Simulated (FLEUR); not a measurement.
## Fixed-spin-moment curve of MnAu with FLEUR

Aim: the energy of MnAu as a function of its total spin moment.

Calculated with FLEUR MaX-R8.1; LDA (VWN); all-electron FLAPW, Dirac cores, scalar-relativistic bands.

## 1. Set-up

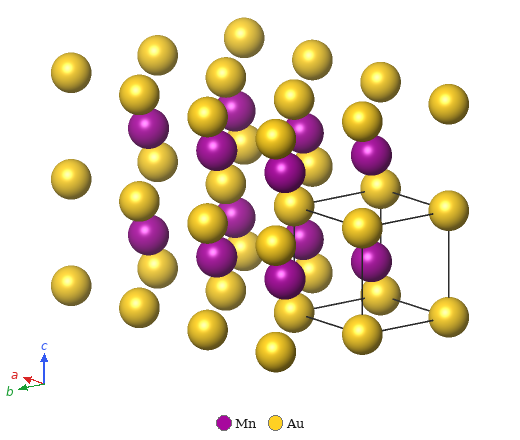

Start, viewed from a free direction; manganese purple, gold yellow. 3×2×2 cells are drawn. Some periodic images of atoms are drawn too.

Structure file:

```xyz
2
Lattice="3.2078 0.0000 0.0000 0.0000 3.2078 0.0000 0.0000 0.0000 3.2078" Properties=species:S:1:pos:R:3 pbc="T T T"
Mn    1.6039    1.6039    1.6039
Au    0.0000    0.0000    0.0000
```

The cell comes from a database of computed structures and need not be the stable phase.

## 2. The free run

The free run tells which range of moments is worth scanning.

inpgen writes inp.xml from crystal.txt; cutoffs, mixing, functional, smearing and local orbitals are then set in the file. The k list default-1 (kpts.xml, not shown) is a Γ-centred 8×8×8 mesh; where the ranks do not divide the number of points, some are split in two of half the weight.

inp.xml reads:

```
<?xml version="1.0" encoding="UTF-8" standalone="no"?>
<fleurInput fleurInputVersion="0.39">
   <comment>
      MnAu
   </comment>
   <calculationSetup>
      <cutoffs Kmax="3.6" Gmax="12.6" GmaxXC="12.6" numbands="0"/>
      <scfLoop itmax="90" minDistance="0.00002" maxIterBroyd="15" imix="Anderson" alpha="0.05" precondParam="0.0" spinf="2.0" sdNocoIR="T"/>
      <coreElectrons ctail="T" frcor="F" kcrel="0" coretail_lmax="0"/>
      <xcFunctional name="vwn" relativisticCorrections="F"/>
      <magnetism jspins="2"/>
      <soc l_soc="F" theta="0.0" phi="0.0" spav="F"/>
      <expertModes spex="0" secvar="F"/>
      <geometryOptimization l_f="F" forcealpha="1.0" forcemix="BFGS" epsdisp="0.00001" epsforce="0.00001"/>
      <ldaU l_linMix="F" mixParam="0.05" spinf="1.0"/>
   </calculationSetup>
   <cell>
      <bzIntegration valenceElectrons="32.0" mode="hist" fermiSmearingEnergy="0.00183747">
         <kPointListSelection listName="default-1"/>
         <xi:include xmlns:xi="http://www.w3.org/2001/XInclude" href="kpts.xml"> </xi:include>
      </bzIntegration>
      <xi:include xmlns:xi="http://www.w3.org/2001/XInclude" href="sym.xml"> </xi:include>
      <bulkLattice scale="1.0">
         <bravaisMatrix>
            <row-1>    6.0617842262754751     0.0000000000000000     0.0000000000000000</row-1>
            <row-2>    0.0000000000000000     6.0617842262754751     0.0000000000000000</row-2>
            <row-3>    0.0000000000000000     0.0000000000000000     6.0617842262754751</row-3>
         </bravaisMatrix>
      </bulkLattice>
   </cell>
   <atomSpecies>
      <species name="Manganese 3.501" element="Mn" atomicNumber="25">
         <mtSphere radius="2.56" gridPoints="847" logIncrement="0.014"/>
         <atomicCutoffs lmax="10" lnonsphr="8"/>
         <electronConfig flipSpins="F">
            <coreConfig>(1s1/2) (2s1/2) (2p1/2) (2p3/2)</coreConfig>
            <valenceConfig>(3s1/2) (3p1/2) (3p3/2) (4s1/2) (3d3/2) (3d5/2)</valenceConfig>
            <stateOccupation state="(3d3/2)" spinUp="1.2505" spinDown="0.7495"/>
            <stateOccupation state="(3d5/2)" spinUp="3.0" spinDown="0.0"/>
         </electronConfig>
         <energyParameters s="4" p="4" d="3" f="4"/>
         <lo type="SCLO" l="0" n="3" eDeriv="0"/>
         <lo type="SCLO" l="1" n="3" eDeriv="0"/>
      </species>
      <species name="Gold (Au)" element="Au" atomicNumber="79">
         <mtSphere radius="2.56" gridPoints="847" logIncrement="0.016"/>
         <atomicCutoffs lmax="10" lnonsphr="8"/>
         <electronConfig flipSpins="F">
            <coreConfig>(1s1/2) (2s1/2) (2p1/2) (2p3/2) (3s1/2) (3p1/2) (3p3/2) (4s1/2) (3d3/2) (3d5/2) (4p1/2) (4p3/2) (5s1/2) (4d3/2) (4d5/2) (4f5/2) (4f7/2)</coreConfig>
            <valenceConfig>(5p1/2) (5p3/2) (6s1/2) (5d3/2) (5d5/2)</valenceConfig>
            <stateOccupation state="(6s1/2)" spinUp="0.500000" spinDown="0.500000"/>
         </electronConfig>
         <energyParameters s="6" p="6" d="5" f="5"/>
         <lo type="SCLO" l="1" n="5" eDeriv="0"/>
      </species>
   </atomSpecies>
   <atomGroups>
      <atomGroup species="Manganese 3.501">
         <relPos label="                   1">1.000/2.000 1.000/2.000 1.000/2.000</relPos>
         <force calculate="T" relaxXYZ="TTT"/>
      </atomGroup>
      <atomGroup species="Gold (Au)">
         <relPos label="                   2">.0000000000 .0000000000 .0000000000</relPos>
         <force calculate="T" relaxXYZ="TTT"/>
      </atomGroup>
   </atomGroups>
   <output dos="F" band="F" slice="F">
      <bandDOS minEnergy="-.5*Htr" maxEnergy="0.5*Htr" sigma="0.015" storeEVData="T"/>
      <plotting iplot="0" polar="F">
         <plot TwoD="T" vec1="  1.0  0.0  0.0" vec2="  0.0  1.0  0.0" vec3="  0.0  0.0  1.0" zero="  0.0  0.0  0.0" file="plot"/>
      </plotting>
      <moessbauerParams electricFieldGradient="F" isomerShift="F" coreHyperfine="F" valenceHyperfine="F"/>
   </output>
</fleurInput>
```

crystal.txt reads:

```
MnAu
&input film=F cartesian=F /
3.20775807000  0.00000000000  0.00000000000
0.00000000000  3.20775807000  0.00000000000
0.00000000000  0.00000000000  3.20775807000
1.8897261246
1.0 1.0 1.0

2
25 0.50000000000  0.50000000000  0.50000000000 : 3.501
79 0.00000000000  0.00000000000  0.00000000000

&kpt div1=8 div2=8 div3=8 gamma=T /
```

The run is started by

```bash
> OMP_NUM_THREADS=1 inpgen -f crystal.txt > inpgen.log  # inp.xml is then edited as shown
> OMP_NUM_THREADS=1 mpirun -n 4 fleur_MPI > fleur.log
```

Output:

```text
Welcome to FLEUR        (www.flapw.de)
      MaX-Release 8.1          (www.max-centre.eu)

 ========== k-point set info ==========
 Selected k-point list: default-1
 k-point list type: mesh
 0 x 0 x 0
 Number of k points: 36

 ------------Calculation Setup---------------------------
 Number of MPI-tasks      :            4
 Number of PE/node        :            4
 Number of OMP-threads    :            1
 k-points in parallel     :            4
 pe's per k-point         :            1
 No of k-point loops      :            9
 Eigenvalue solver        :       lapack
 Number of basis functions:          198
 Approximate size of matrices (H+S) per k-point:         0.001 GB
 --------------------------------------------------------
 Iteration:     1   Distance:      24.68401635 me/bohr^3
 Iteration:     2   Distance:      15.73964564 me/bohr^3
 Iteration:     3   Distance:       9.32207121 me/bohr^3
 Iteration:     4   Distance:       7.06022737 me/bohr^3
 Iteration:     5   Distance:       5.18075700 me/bohr^3
 Iteration:     6   Distance:       4.12324217 me/bohr^3
 Iteration:     7   Distance:       1.91138618 me/bohr^3
 Iteration:     8   Distance:       2.14848635 me/bohr^3
 Iteration:     9   Distance:       0.62840628 me/bohr^3
 Iteration:    10   Distance:       0.61017370 me/bohr^3
 Iteration:    11   Distance:       0.11603405 me/bohr^3
 Iteration:    12   Distance:       0.06812115 me/bohr^3
 Iteration:    13   Distance:       0.01417880 me/bohr^3
 Iteration:    14   Distance:       0.01458980 me/bohr^3
 Iteration:    15   Distance:       0.00186245 me/bohr^3
 Iteration:    16   Distance:       0.00160978 me/bohr^3
 Iteration:    17   Distance:       0.00151440 me/bohr^3
 Iteration:    18   Distance:       0.00039897 me/bohr^3
 Iteration:    19   Distance:       0.00012999 me/bohr^3
 Iteration:    20   Distance:       0.00006557 me/bohr^3
 Iteration:    21   Distance:       0.00007940 me/bohr^3
 Iteration:    22   Distance:       0.00003660 me/bohr^3
 Iteration:    23   Distance:       0.00000499 me/bohr^3

 ********************************************************************
 Run finished successfully
 Stop message:
   all done
 ********************************************************************

--- out.xml (last complete iteration) ---
<iteration numberForCurrentRun="   23" overallNumber="   23">
         [... left out ...]
         <bandgap value="0.0369054592" units="eV"/>
         <sumValenceSingleParticleEnergies value="-20.7822116663" units="Htr"/>
         <FermiEnergy value="0.3365338042" units="Htr"/>
         <valenceDensity>
            <mtCharges spin="1">
               <mtCharge atomType="1" total="8.9299697" s="1.2039711" p="3.2016117" d="4.4986262" f="0.0187316"/>
               <mtCharge atomType="2" total="7.8788436" s="0.3053409" p="3.1773730" d="4.3749003" f="0.0164084"/>
            </mtCharges>
            <mtCharges spin="2">
               <mtCharge atomType="1" total="5.0829428" s="1.1843981" p="3.1878729" d="0.6868430" f="0.0173682"/>
               <mtCharge atomType="2" total="7.8054243" s="0.3546380" p="3.2009000" d="4.2416677" f="0.0064284"/>
            </mtCharges>
            <spinDependentCharge spin="1" total="17.9857737" interstitial="1.1769604" mtSpheres="16.8088132"/>
            <spinDependentCharge spin="2" total="14.0142263" interstitial="1.1258593" mtSpheres="12.8883671"/>
            <totalCharge value="32.0000000000"/>
         </valenceDensity>
         [... left out ...]
         <allElectronCharges>
            <spinDependentCharge spin="1" total="53.9857737" interstitial="1.1771818" mtSpheres="52.8085918"/>
            <spinDependentCharge spin="2" total="50.0142263" interstitial="1.1260811" mtSpheres="48.8881452"/>
            <totalCharge value="103.9999999913"/>
         </allElectronCharges>
         <magneticMomentsInMTSpheres units="muBohr">
            <globalMagMoment atomType="1" vec="0.00000   0.00000   3.84703"/>
            <localMagMoment atomType="1" vec="0.00000   0.00000   3.84703"/>
            <globalMagMoment atomType="2" vec="0.00000   0.00000   0.07342"/>
            <localMagMoment atomType="2" vec="0.00000   0.00000   0.07342"/>
         </magneticMomentsInMTSpheres>
         <moessbauerParams unitsHFF="kG" unitsIS="e/bohr^3" unitsEFG="Htr/bohr^2">
         </moessbauerParams>
         <totalEnergy value="   -20193.9721619552" units="Htr">
            <sumOfEigenvalues value="   -12379.5725449073">
               <coreElectrons value="-12358.7903332410"/>
               <valenceElectrons value="-20.7822116663"/>
            </sumOfEigenvalues>
            <densityCoulombPotentialIntegral value="-34882.4351370498"/>
            <densityEffectivePotentialIntegral value="-35420.0331590864"/>
            <chargeDenXCDenIntegral value="-405.1006527968"/>
            <FockExchangeEnergyValence value="0.0000000000"/>
            <FockExchangeEnergyCore value="0.0000000000"/>
            <atomTypeDependentContributions atomType="1">
               <electronNucleiInteractionDifferentMTs value="1380.1381902820"/>
               <MadelungTerm value="-9.2048135354"/>
            </atomTypeDependentContributions>
            <atomTypeDependentContributions atomType="2">
               <electronNucleiInteractionDifferentMTs value="23964.7776532872"/>
               <MadelungTerm value="-33.9938977079"/>
            </atomTypeDependentContributions>
            <tkbTimesEntropy value="0.0004203610"/>
            <freeEnergy value="-20193.9725823162"/>
            <extrapolationTo0K value="-20193.9723721357"/>
         </totalEnergy>
         <densityConvergence units="me/bohr^3">
            <chargeDensity spin="1" distance="0.0000021911"/>
            <chargeDensity spin="2" distance="0.0000030681"/>
            <overallChargeDensity distance="0.0000018901"/>
            <spinDensity distance="0.0000049856"/>
         </densityConvergence>
      </iteration>
```

Elapsed: 14 s, on 4 MPI ranks of Arm Neoverse V1, shared host; peak memory 0.2 GiB.

Spin moment in the muffin-tin sphere by atom:

```tsv
atom	spin moment in the muffin-tin sphere (μB)
Mn1	3.85
Au2	0.07
```

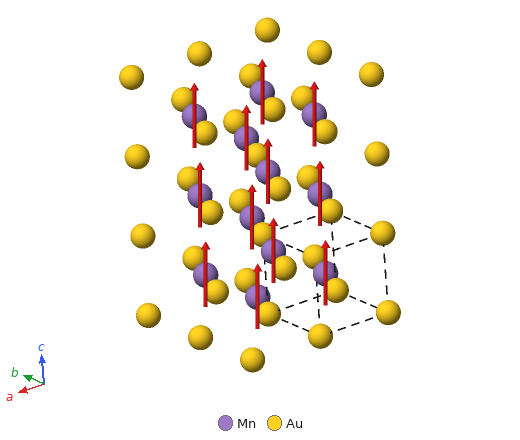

Spin moment in the muffin-tin sphere as arrows, the longest 3.85 μB. Up and down stand for the sign. Arrows give size and sign along the axis of quantisation, drawn up and down the page. 2×2×3 cells are drawn. Some periodic images of atoms are drawn too.

This step gave:

```yaml
free_energy: -549505.9878 eV
program_s_band_gap_on_this_mesh_in_a_metal_only_a_level_spacing: 0.03691 eV
magnetization: 3.971 μB
final_state: ferromagnetic
```

After 23 cycles the largest moment stands at 3.85 μB.

## 3. No spin polarisation

Changes to inp.xml since step 2:

```diff
@@ -10,3 +10,3 @@
       <xcFunctional name="vwn" relativisticCorrections="F"/>
-      <magnetism jspins="2"/>
+      <magnetism jspins="1"/>
       <soc l_soc="F" theta="0.0" phi="0.0" spav="F"/>
@@ -31,3 +31,3 @@
    <atomSpecies>
-      <species name="Manganese 3.501" element="Mn" atomicNumber="25">
+      <species name="Manganese (Mn)" element="Mn" atomicNumber="25">
          <mtSphere radius="2.56" gridPoints="847" logIncrement="0.014"/>
@@ -37,4 +37,4 @@
             <valenceConfig>(3s1/2) (3p1/2) (3p3/2) (4s1/2) (3d3/2) (3d5/2)</valenceConfig>
-            <stateOccupation state="(3d3/2)" spinUp="1.2505" spinDown="0.7495"/>
-            <stateOccupation state="(3d5/2)" spinUp="3.0" spinDown="0.0"/>
+            <stateOccupation state="(3d3/2)" spinUp="1.000000" spinDown="1.000000"/>
+            <stateOccupation state="(3d5/2)" spinUp="1.500000" spinDown="1.500000"/>
          </electronConfig>
@@ -57,3 +57,3 @@
    <atomGroups>
-      <atomGroup species="Manganese 3.501">
+      <atomGroup species="Manganese (Mn)">
          <relPos label="                   1">1.000/2.000 1.000/2.000 1.000/2.000</relPos>
```

Changes to crystal.txt since step 2:

```diff
@@ -9,3 +9,3 @@
 2
-25 0.50000000000  0.50000000000  0.50000000000 : 3.501
+25 0.50000000000  0.50000000000  0.50000000000
 79 0.00000000000  0.00000000000  0.00000000000
```

Output:

```text
[banner, memory and clock lines left out]
Welcome to FLEUR        (www.flapw.de)
      MaX-Release 8.1          (www.max-centre.eu)

 ========== k-point set info ==========
 Selected k-point list: default-1
 k-point list type: mesh
 0 x 0 x 0
 Number of k points: 36

 [... set-up left out ...]
 Iteration:     1   Distance:      43.09957459 me/bohr^3
 Iteration:     2   Distance:      15.27895127 me/bohr^3
 Iteration:     3   Distance:      12.71295703 me/bohr^3
 Iteration:     4   Distance:       7.64704497 me/bohr^3
 Iteration:     5   Distance:       4.73805398 me/bohr^3
 Iteration:     6   Distance:       6.10397814 me/bohr^3
 Iteration:     7   Distance:       2.60536602 me/bohr^3
 Iteration:     8   Distance:       3.44921101 me/bohr^3
[... lines left out ...]
 Iteration:    15   Distance:       0.00141542 me/bohr^3
 Iteration:    16   Distance:       0.00074957 me/bohr^3
 Iteration:    17   Distance:       0.00016638 me/bohr^3
 Iteration:    18   Distance:       0.00005105 me/bohr^3
 Iteration:    19   Distance:       0.00002198 me/bohr^3
 Iteration:    20   Distance:       0.00000769 me/bohr^3

 ********************************************************************
 Run finished successfully
 Stop message:
   all done
 ********************************************************************

--- out.xml (last complete iteration) ---
<iteration numberForCurrentRun="   20" overallNumber="   20">
         [... left out ...]
         <bandgap value="0.0027521898" units="eV"/>
         <sumValenceSingleParticleEnergies value="-20.9673808656" units="Htr"/>
         <FermiEnergy value="0.3064229323" units="Htr"/>
         [... left out ...]
         <totalEnergy value="   -20193.9238946985" units="Htr">
            <sumOfEigenvalues value="   -12380.8535126741">
               <coreElectrons value="-12359.8861318085"/>
               <valenceElectrons value="-20.9673808656"/>
            </sumOfEigenvalues>
         [... left out ...]
            <freeEnergy value="-20193.9252261742"/>
            <extrapolationTo0K value="-20193.9245604363"/>
         </totalEnergy>
         <densityConvergence units="me/bohr^3">
            <chargeDensity spin="1" distance="0.0000076852"/>
         </densityConvergence>
      </iteration>
```

It took 6.8 s on 4 MPI ranks; peak memory 0.17 GiB.

Read from the output:

```yaml
free_energy: -549504.6992 eV
program_s_band_gap_on_this_mesh_in_a_metal_only_a_level_spacing: 0.002752 eV
final_state: non-magnetic (no spin polarisation)
```

Its energy lies +1288.6 meV a cell from the free run's.

## 4. Moment fixed at 3.574 μB

Two Fermi energies hold the total moment; the run starts from the free run's density.

Changes to inp.xml since step 3:

```diff
@@ -10,3 +10,3 @@
       <xcFunctional name="vwn" relativisticCorrections="F"/>
-      <magnetism jspins="1"/>
+      <magnetism jspins="2" fixed_moment="3.574"/>
       <soc l_soc="F" theta="0.0" phi="0.0" spav="F"/>
@@ -31,3 +31,3 @@
    <atomSpecies>
-      <species name="Manganese (Mn)" element="Mn" atomicNumber="25">
+      <species name="Manganese 3.501" element="Mn" atomicNumber="25">
          <mtSphere radius="2.56" gridPoints="847" logIncrement="0.014"/>
@@ -37,4 +37,4 @@
             <valenceConfig>(3s1/2) (3p1/2) (3p3/2) (4s1/2) (3d3/2) (3d5/2)</valenceConfig>
-            <stateOccupation state="(3d3/2)" spinUp="1.000000" spinDown="1.000000"/>
-            <stateOccupation state="(3d5/2)" spinUp="1.500000" spinDown="1.500000"/>
+            <stateOccupation state="(3d3/2)" spinUp="1.2505" spinDown="0.7495"/>
+            <stateOccupation state="(3d5/2)" spinUp="3.0" spinDown="0.0"/>
          </electronConfig>
@@ -57,3 +57,3 @@
    <atomGroups>
-      <atomGroup species="Manganese (Mn)">
+      <atomGroup species="Manganese 3.501">
          <relPos label="                   1">1.000/2.000 1.000/2.000 1.000/2.000</relPos>
```

The run is started by

```bash
> OMP_NUM_THREADS=1 mpirun -n 4 fleur_MPI > fleur.log
```

Output:

```text
[banner, memory and clock lines left out]
Welcome to FLEUR        (www.flapw.de)
      MaX-Release 8.1          (www.max-centre.eu)

 ========== k-point set info ==========
 Selected k-point list: default-1
 k-point list type: mesh
 0 x 0 x 0
 Number of k points: 36

 [... set-up left out ...]
 Iteration:     1   Distance:       4.33108045 me/bohr^3
 Iteration:     2   Distance:       4.14730718 me/bohr^3
 Iteration:     3   Distance:       1.23567895 me/bohr^3
 Iteration:     4   Distance:       0.29234648 me/bohr^3
 Iteration:     5   Distance:       0.26317853 me/bohr^3
 Iteration:     6   Distance:       0.20621578 me/bohr^3
 Iteration:     7   Distance:       0.05162998 me/bohr^3
 Iteration:     8   Distance:       0.07235617 me/bohr^3
 Iteration:     9   Distance:       0.01164738 me/bohr^3
 Iteration:    10   Distance:       0.00443360 me/bohr^3
 Iteration:    11   Distance:       0.00559218 me/bohr^3
 Iteration:    12   Distance:       0.00099839 me/bohr^3
 Iteration:    13   Distance:       0.00102149 me/bohr^3
 Iteration:    14   Distance:       0.00008472 me/bohr^3
 Iteration:    15   Distance:       0.00001212 me/bohr^3

 ********************************************************************
 Run finished successfully
 Stop message:
   all done
 ********************************************************************

--- out.xml (last complete iteration) ---
<iteration numberForCurrentRun="   15" overallNumber="   38">
         [... left out ...]
         <bandgap value="0.0150147523" units="eV"/>
         <sumValenceSingleParticleEnergies value="-10.2530338511" units="Htr"/>
         <bandgap value="0.0104602558" units="eV"/>
         <sumValenceSingleParticleEnergies value="-20.7955172960" units="Htr"/>
         <FermiEnergy value="0.3395352885" units="Htr"/>
         <FixedTotalMoment fermiEnergyUp="0.3097935570" fermiEnergyDown="0.3395352885" units="Htr"/>
         [... left out ...]
         <magneticMomentsInMTSpheres units="muBohr">
            <globalMagMoment atomType="1" vec="0.00000   0.00000   3.56699"/>
            <globalMagMoment atomType="2" vec="0.00000   0.00000   0.00916"/>
         </magneticMomentsInMTSpheres>
         [... left out ...]
         <totalEnergy value="   -20193.9687445971" units="Htr">
            <sumOfEigenvalues value="   -12379.7685775787">
               <coreElectrons value="-12358.9730602827"/>
               <valenceElectrons value="-20.7955172960"/>
            </sumOfEigenvalues>
         [... left out ...]
            <freeEnergy value="-20193.9693959416"/>
            <extrapolationTo0K value="-20193.9690702694"/>
         </totalEnergy>
         <densityConvergence units="me/bohr^3">
            <chargeDensity spin="1" distance="0.0000085228"/>
            <chargeDensity spin="2" distance="0.0000046291"/>
            <overallChargeDensity distance="0.0000064240"/>
            <spinDensity distance="0.0000121187"/>
         </densityConvergence>
      </iteration>
```

It took 9 s on 4 MPI ranks; peak memory 0.2 GiB.

This step gave:

- magnetization: 3.574 μB

Its energy lies +86.7 meV a cell from the free run's.

[end of part 1 of 2]

[Logs and program files are shortened in this print: banners, set-up blocks, solver, clock and traceback lines can be left out without a mark of their own.]

[Logs are printed without paths, hosts, clocks, repeated set-up lines and the standing remarks that a program may print on its own settings, such as how far it seeks lower states.]

[Hosts, paths, dates, database ids (printed as entryN), source tags and the programs' standing remarks are cut or masked in the printed files.]

[Where a cell is said to come from a database of computed structures, the database is the Materials Project.]
